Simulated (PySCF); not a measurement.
Consider C6H8ClO2 (doublet).

```yaml
atoms:
  - { symbol: C, position_ang: [2.1593, 1.3075, 0.5131] }
  - { symbol: C, position_ang: [1.8725, 0.0391, 0.3005] }
  - { symbol: Cl, position_ang: [2.8034, -1.2491, 0.9929] }
  - { symbol: C, position_ang: [0.7182, -0.4748, -0.5106] }
  - { symbol: O, position_ang: [-0.1737, 0.5360, -0.9764] }
  - { symbol: C, position_ang: [-1.3200, -0.0626, -0.3363] }
  - { symbol: C, position_ang: [-2.0443, 0.8768, 0.6151] }
  - { symbol: C, position_ang: [-0.4130, -1.0920, 0.2674] }
  - { symbol: O, position_ang: [-0.6948, -2.4102, 0.4499] }
  - { symbol: H, position_ang: [1.5440, 2.0611, 0.0551] }
  - { symbol: H, position_ang: [2.9880, 1.6232, 1.1206] }
  - { symbol: H, position_ang: [1.1061, -1.0919, -1.3403] }
  - { symbol: H, position_ang: [-2.0243, -0.4552, -1.0857] }
  - { symbol: H, position_ang: [-2.4763, 1.7039, 0.0589] }
  - { symbol: H, position_ang: [-2.8322, 0.3303, 1.1252] }
  - { symbol: H, position_ang: [-1.3462, 1.2696, 1.3494] }
  - { symbol: H, position_ang: [0.1262, -2.8997, 0.5846] }
```

Geometry: GFN2-xTB.

Method: PySCF, UKS B3LYP, pcH-1 on C Cl H O, non-relativistic, mean-field spin-orbit, GIAO.

**What can the converged electron density, electron localisation function and spin density tell about the bonding?**

C–C (1.32 Å): ρ at the midpoint is about 2.1 e/Å³; the ELF peaks at about 0.95 between the atoms (a short, multiple covalent bond).
C–Cl (1.73 Å): the density is about 1.4 e/Å³ at the midpoint, with its minimum of 1.3 e/Å³ about 0.7 Å from C; the ELF peaks at about 0.85 between the atoms, as expected for a covalent bond.
C–O (1.43 Å): ρ is about 1.7 e/Å³ halfway; the ELF peaks at about 0.85 between the atoms, as expected for a shared but strongly polarised pair.
C–C (1.50 Å): ρ at the midpoint is about 1.7 e/Å³; the ELF peaks at about 0.95 between the atoms, as expected for a covalent bond.
The unpaired spin (1 electron) lies mostly on C8 (about 0.6) and O9 (about 0.2), in electrons by Hirshfeld's partition.

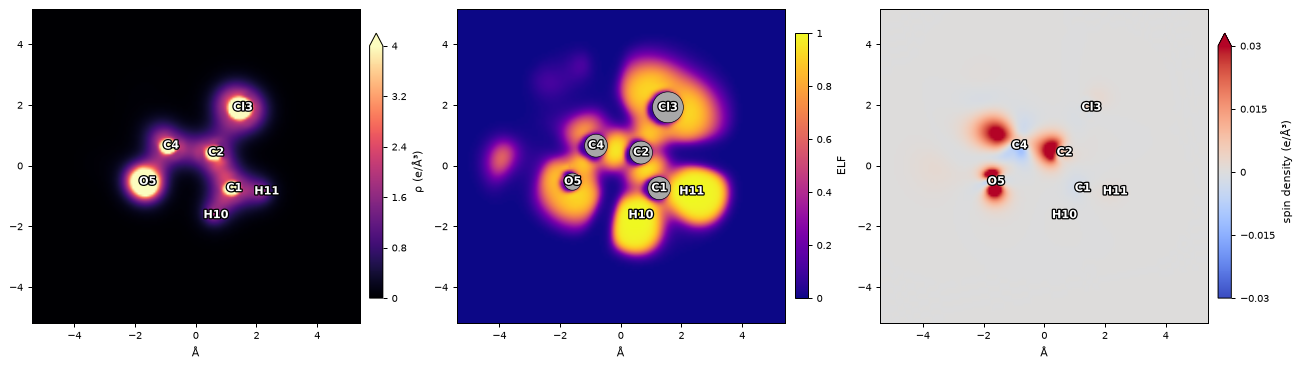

Computed electron density, electron localisation function and spin density on the plane of atoms C2, C1 and H10, in this order. Grey discs cover the atomic cores in the ELF map. 
